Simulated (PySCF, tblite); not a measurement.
# C₆H₈F₂: a rotation path, then NMR shifts on frames, part 2 of 2

tblite 0.8.0 and PySCF 2.14.0. Atoms count from 0. The steps go on from the part before.

**5. Shielding tensors: image 4, PBE0/pcSseg-1**

The job: settings as JSON, then the geometry in Å.

```
{"job": {"kind": "nmr", "xc": "PBE0", "basis": "pcSseg-1", "pop": false}, "charge": 0, "multiplicity": 1}
C      2.318700    -1.618100     0.372100
C      1.710800    -0.766400    -0.208100
C      0.928900     0.206100    -0.954200
F      0.576600    -0.364300    -2.165000
C     -0.334900     0.686200    -0.175900
C     -0.463100     0.015000     1.190600
C     -1.611200     0.443700    -0.982900
F     -1.660700     1.268500    -2.076900
H      2.858200    -2.342900     0.904900
H      1.563900     1.065600    -1.213400
H     -0.246400     1.767800    -0.029000
H      0.416000     0.220200     1.796000
H     -1.337900     0.393400     1.713500
H     -0.560000    -1.062600     1.082000
H     -1.675100    -0.585400    -1.348500
H     -2.491500     0.682200    -0.376700
```

Method: GIAO PBE0/pcSseg-1 NMR shielding, non-relativistic, gas phase.

The program printed:

```text
coarse grid: 13648 points
cycle   1  E = -432.3744726117  dE =  9.460e-01  |g| = 7.005e-01  |ddm| = 3.593e+00
cycle   2  E = -432.3227499557  dE =  5.172e-02  |g| = 9.402e-01  |ddm| = 1.482e+00
cycle   3  E = -432.4614173022  dE = -1.387e-01  |g| = 1.118e-01  |ddm| = 8.890e-01
cycle   4  E = -432.4631684115  dE = -1.751e-03  |g| = 6.654e-02  |ddm| = 1.314e-01
cycle   5  E = -432.4641167894  dE = -9.484e-04  |g| = 2.252e-02  |ddm| = 5.455e-02
cycle   6  E = -432.4642310097  dE = -1.142e-04  |g| = 4.627e-03  |ddm| = 1.955e-02
cycle   7  E = -432.4642358281  dE = -4.818e-06  |g| = 1.025e-03  |ddm| = 4.436e-03
final grid: 133432 points
cycle   8  E = -432.5284555892  dE = -5.878e-05  |g| = 8.268e-03  |ddm| = 5.022e-02
cycle   9  E = -432.5284476546  dE =  7.935e-06  |g| = 1.080e-02  |ddm| = 1.615e-02
cycle  10  E = -432.5284712688  dE = -2.361e-05  |g| = 1.364e-03  |ddm| = 9.335e-03
cycle  11  E = -432.5284715553  dE = -2.865e-07  |g| = 4.219e-04  |ddm| = 1.411e-03
cycle  12  E = -432.5284715795  dE = -2.418e-08  |g| = 2.637e-04  |ddm| = 4.155e-04
cycle  13  E = -432.5284715961  dE = -1.657e-08  |g| = 3.703e-05  |ddm| = 1.978e-04
cycle  14  E = -432.5284715964  dE = -2.964e-10  |g| = 1.000e-05  |ddm| = 3.788e-05
converged SCF energy = -432.5284715964

GIAO shielding tensors (ppm)
atom      isotropic    diamagn.    paramagn.     s11        s22        s33       span
  0 C       97.815     256.718    -158.903     33.034     35.882    224.529    191.495
  1 C      102.541     264.982    -162.441      1.324      8.761    297.538    296.214
  2 C      102.004     237.405    -135.401     66.976     89.841    149.195     82.218
  3 F      387.040     472.097     -85.058    343.119    397.473    420.527     77.407
  4 C      147.227     248.341    -101.114    133.312    147.744    160.624     27.312
  5 C      169.637     247.474     -77.837    153.077    174.709    181.125     28.047
  6 C       99.668     242.115    -142.447     58.049     82.067    158.888    100.839
  7 F      409.026     471.234     -62.208    372.653    394.866    459.559     86.906
  8 H       29.397      33.439      -4.042     24.661     25.121     38.410     13.749
  9 H       25.982      26.796      -0.813     23.995     24.214     29.739      5.744
 10 H       29.249      31.145      -1.896     26.167     27.395     34.186      8.019
 11 H       30.303      30.615      -0.312     25.595     29.203     36.112     10.518
 12 H       30.960      29.992       0.968     25.955     28.732     38.194     12.240
 13 H       30.479      31.075      -0.596     26.747     29.365     35.325      8.579
 14 H       26.642      29.023      -2.381     23.787     27.258     28.882      5.095
 15 H       27.108      28.860      -1.752     21.698     29.212     30.414      8.717
```

Run time: 23 s. Hardware: 1 thread of Arm Neoverse V1, shared host; peak memory 0.84 GiB.

In short: δ C0 89.1, C6 87.3, C2 84.9, C1 84.4, H9 5.73, H14 5.07 ppm.

**6. Shielding tensors: image 6, PBE0/pcSseg-1**

The job: settings as JSON, then the geometry in Å.

```
{"job": {"kind": "nmr", "xc": "PBE0", "basis": "pcSseg-1", "pop": false}, "charge": 0, "multiplicity": 1}
C      1.998500    -1.899800     0.082000
C      1.542100    -0.872400    -0.327300
C      1.001700     0.377000    -0.839400
F      0.875000     0.286900    -2.211500
C     -0.355800     0.751600    -0.190400
C     -0.402100     0.287900     1.264200
C     -1.534700     0.154000    -0.960400
F     -1.721900     0.796400    -2.155300
H      2.399200    -2.792300     0.460800
H      1.734400     1.179800    -0.663400
H     -0.461600     1.841000    -0.232300
H      0.428100     0.708800     1.825800
H     -1.332000     0.599800     1.732300
H     -0.334400    -0.796300     1.318100
H     -1.381900    -0.907200    -1.180200
H     -2.462300     0.293700    -0.394100
```

With the program's defaults for keys left out, this is: GIAO PBE0/pcSseg-1 NMR shielding, non-relativistic, gas phase.

The program printed:

```text
coarse grid: 13648 points
cycle   1  E = -432.3789038184  dE =  9.515e-01  |g| = 7.000e-01  |ddm| = 3.604e+00
cycle   2  E = -432.3281139938  dE =  5.079e-02  |g| = 9.395e-01  |ddm| = 1.349e+00
cycle   3  E = -432.4657454810  dE = -1.376e-01  |g| = 1.139e-01  |ddm| = 7.835e-01
cycle   4  E = -432.4675885693  dE = -1.843e-03  |g| = 6.703e-02  |ddm| = 1.327e-01
cycle   5  E = -432.4685520642  dE = -9.635e-04  |g| = 2.261e-02  |ddm| = 5.504e-02
cycle   6  E = -432.4686677372  dE = -1.157e-04  |g| = 4.611e-03  |ddm| = 1.988e-02
cycle   7  E = -432.4686725480  dE = -4.811e-06  |g| = 1.036e-03  |ddm| = 4.627e-03
final grid: 133432 points
cycle   8  E = -432.5317513687  dE = -5.227e-05  |g| = 8.818e-03  |ddm| = 4.777e-02
cycle   9  E = -432.5317402734  dE =  1.110e-05  |g| = 1.200e-02  |ddm| = 1.756e-02
cycle  10  E = -432.5317687045  dE = -2.843e-05  |g| = 1.551e-03  |ddm| = 1.025e-02
cycle  11  E = -432.5317690971  dE = -3.927e-07  |g| = 5.616e-04  |ddm| = 1.398e-03
cycle  12  E = -432.5317691610  dE = -6.384e-08  |g| = 2.453e-04  |ddm| = 5.111e-04
cycle  13  E = -432.5317691745  dE = -1.355e-08  |g| = 3.178e-05  |ddm| = 1.892e-04
cycle  14  E = -432.5317691748  dE = -2.149e-10  |g| = 9.816e-06  |ddm| = 3.621e-05
converged SCF energy = -432.5317691748

GIAO shielding tensors (ppm)
atom      isotropic    diamagn.    paramagn.     s11        s22        s33       span
  0 C       99.588     257.202    -157.614     33.071     35.141    230.552    197.481
  1 C      103.037     265.320    -162.284      4.232      7.611    297.267    293.035
  2 C       99.562     238.379    -138.817     62.294     88.736    147.655     85.361
  3 F      386.742     471.470     -84.728    357.684    397.250    405.292     47.607
  4 C      146.083     248.678    -102.595    134.536    143.869    159.844     25.308
  5 C      171.820     248.094     -76.274    156.893    174.580    183.988     27.095
  6 C       99.377     241.849    -142.473     58.157     83.139    156.834     98.676
  7 F      405.735     470.297     -64.562    367.405    392.063    457.735     90.330
  8 H       29.524      33.786      -4.262     24.682     25.070     38.821     14.139
  9 H       25.922      27.193      -1.271     23.653     24.761     29.353      5.700
 10 H       29.134      31.210      -2.077     26.426     27.118     33.857      7.430
 11 H       30.879      30.146       0.733     26.660     28.380     37.597     10.937
 12 H       30.948      29.858       1.090     26.174     28.359     38.310     12.136
 13 H       30.488      31.125      -0.637     25.993     30.243     35.227      9.234
 14 H       26.731      28.819      -2.087     23.439     28.014     28.740      5.300
 15 H       27.105      28.874      -1.769     21.747     29.252     30.316      8.569
```

Wall time 23 s (1 thread of Arm Neoverse V1, shared host); peak memory 0.84 GiB.

In short: δ C6 87.5, C2 87.4, C0 87.3, C1 83.9, H9 5.79, H14 4.99 ppm.

**7. Shielding tensors: image 8, PBE0/pcSseg-1**

The job: settings as JSON, then the geometry in Å.

```
{"job": {"kind": "nmr", "xc": "PBE0", "basis": "pcSseg-1", "pop": false}, "charge": 0, "multiplicity": 1}
C      1.748100    -2.084900    -0.314200
C      1.437200    -0.937900    -0.454600
C      1.066000     0.448700    -0.684800
F      1.177800     0.739600    -2.031200
C     -0.360300     0.765200    -0.195400
C     -0.436500     0.583100     1.318000
C     -1.409000    -0.104600    -0.893500
F     -1.713400     0.391500    -2.133700
H      2.028700    -3.085600    -0.170200
H      1.786800     1.109000    -0.177800
H     -0.569700     1.808000    -0.458400
H      0.325400     1.180600     1.813300
H     -1.409200     0.895500     1.688800
H     -0.280900    -0.461200     1.581500
H     -1.053200    -1.130900    -1.034500
H     -2.345400    -0.107200    -0.324900
```

Method: GIAO PBE0/pcSseg-1 NMR shielding, non-relativistic, gas phase.

The program printed:

```text
coarse grid: 13648 points
cycle   1  E = -432.3828539222  dE =  9.483e-01  |g| = 6.972e-01  |ddm| = 3.552e+00
cycle   2  E = -432.3324166307  dE =  5.044e-02  |g| = 9.370e-01  |ddm| = 1.408e+00
cycle   3  E = -432.4685692999  dE = -1.362e-01  |g| = 1.153e-01  |ddm| = 8.333e-01
cycle   4  E = -432.4704872682  dE = -1.918e-03  |g| = 6.734e-02  |ddm| = 1.368e-01
cycle   5  E = -432.4714640914  dE = -9.768e-04  |g| = 2.261e-02  |ddm| = 5.553e-02
cycle   6  E = -432.4715800382  dE = -1.159e-04  |g| = 4.482e-03  |ddm| = 2.017e-02
cycle   7  E = -432.4715845542  dE = -4.516e-06  |g| = 1.046e-03  |ddm| = 4.476e-03
final grid: 133432 points
cycle   8  E = -432.5356940179  dE = -5.689e-05  |g| = 8.821e-03  |ddm| = 5.078e-02
cycle   9  E = -432.5356830916  dE =  1.093e-05  |g| = 1.202e-02  |ddm| = 1.857e-02
cycle  10  E = -432.5357112348  dE = -2.814e-05  |g| = 1.336e-03  |ddm| = 1.061e-02
cycle  11  E = -432.5357115220  dE = -2.872e-07  |g| = 4.128e-04  |ddm| = 1.360e-03
cycle  12  E = -432.5357115441  dE = -2.209e-08  |g| = 2.671e-04  |ddm| = 4.078e-04
cycle  13  E = -432.5357115612  dE = -1.711e-08  |g| = 3.361e-05  |ddm| = 2.046e-04
cycle  14  E = -432.5357115614  dE = -2.433e-10  |g| = 9.934e-06  |ddm| = 3.707e-05
converged SCF energy = -432.5357115614

GIAO shielding tensors (ppm)
atom      isotropic    diamagn.    paramagn.     s11        s22        s33       span
  0 C       99.630     257.387    -157.757     30.352     34.967    233.571    203.218
  1 C      102.819     266.590    -163.771      3.810      7.435    297.213    293.403
  2 C       97.195     237.952    -140.757     62.446     87.167    141.972     79.525
  3 F      372.864     470.540     -97.675    326.858    391.611    400.125     73.267
  4 C      142.969     248.311    -105.342    132.119    141.888    154.900     22.781
  5 C      172.777     248.574     -75.797    158.213    171.869    188.250     30.037
  6 C       98.960     241.929    -142.969     60.523     82.806    153.550     93.028
  7 F      407.531     470.237     -62.706    367.224    390.184    465.186     97.962
  8 H       29.506      33.920      -4.414     24.581     24.970     38.967     14.386
  9 H       26.266      27.686      -1.420     23.568     25.885     29.345      5.777
 10 H       29.182      31.077      -1.895     26.093     27.885     33.567      7.474
 11 H       30.956      29.946       1.011     26.540     28.412     37.918     11.378
 12 H       30.764      29.703       1.061     26.179     28.107     38.005     11.825
 13 H       30.870      30.694       0.176     26.402     30.500     35.707      9.305
 14 H       26.272      28.982      -2.709     23.129     26.818     28.871      5.742
 15 H       27.168      29.074      -1.906     22.016     29.311     30.177      8.161
```

Wall time 23 s (1 thread of Arm Neoverse V1, shared host); peak memory 0.84 GiB.

Key values: δ C2 89.7, C6 88.0, C0 87.3, C1 84.1, H9 5.45, H14 5.44 ppm.

**8. Side by side: NMR shifts**

Shifts (ppm) of some atoms, chosen among heavy atoms and hydrogens apart, with basis size and wall time:

```tsv
frame	C2	C4	C5	H14	H11	F3	F7	functions	time
image 0	82.5	46.4	9.5	4.81	1.72	-234.1	-250.9	176	23 s
image 2	83.8	42.4	13.5	5.14	1.91	-222.8	-248.9	176	23 s
image 4	84.9	39.7	17.3	5.07	1.41	-216.1	-238.1	176	23 s
image 6	87.4	40.8	15.1	4.99	0.84	-215.8	-234.8	176	23 s
image 8	89.7	44.0	14.1	5.44	0.76	-201.9	-236.6	176	23 s
```

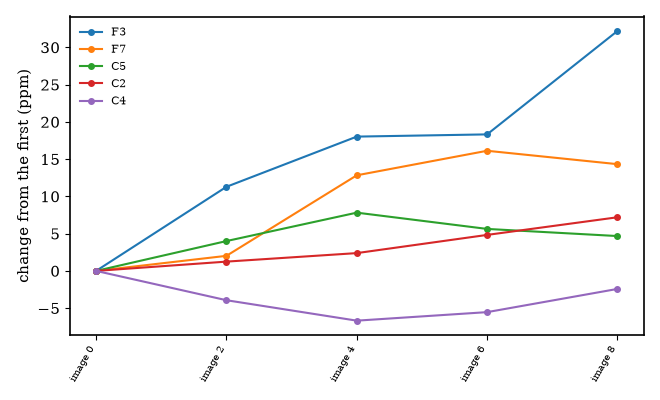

How five of the tabulated atoms move from run to run.

**9. Summary of results**

What follows sums up all 2 parts.

```
                                         quantity                                               value
                                          barrier                  0.258 eV (6.0 kcal/mol) at image 4
                            end to end (GFN2-xTB)                                            0.109 eV
  13C shifts against TMS (PBE0/pcSseg-1, image 0)               86.6, 85.6, 85.6, 82.5, 46.4, 9.5 ppm
   1H shifts against TMS (PBE0/pcSseg-1, image 0)  5.68, 4.81, 4.64, 2.17, 2.00, 1.72, 1.03, 0.63 ppm
19F shifts against CFCl3 (PBE0/pcSseg-1, image 0)                                  -234.1, -250.9 ppm
                         range of the shift of F3                                -234.1 to -201.9 ppm
```

Along the band the dihedral turns by 129°, and the top (dihedral -2°) lies 6.0 kcal/mol above the start (GFN2-xTB, rough), so at room temperature this motion is fast. The top was not checked by a frequency run. Shifts at one fixed geometry are not the observed spectrum, which averages over the motion. In the first frame run (image 0): The largest span, 300 ppm, is at C1, where the paramagnetic term is -159 ppm. In ppm, F3 moves most: its shift spreads over 32.2 ppm, from -234.1 (image 0) to -201.9 (image 8).
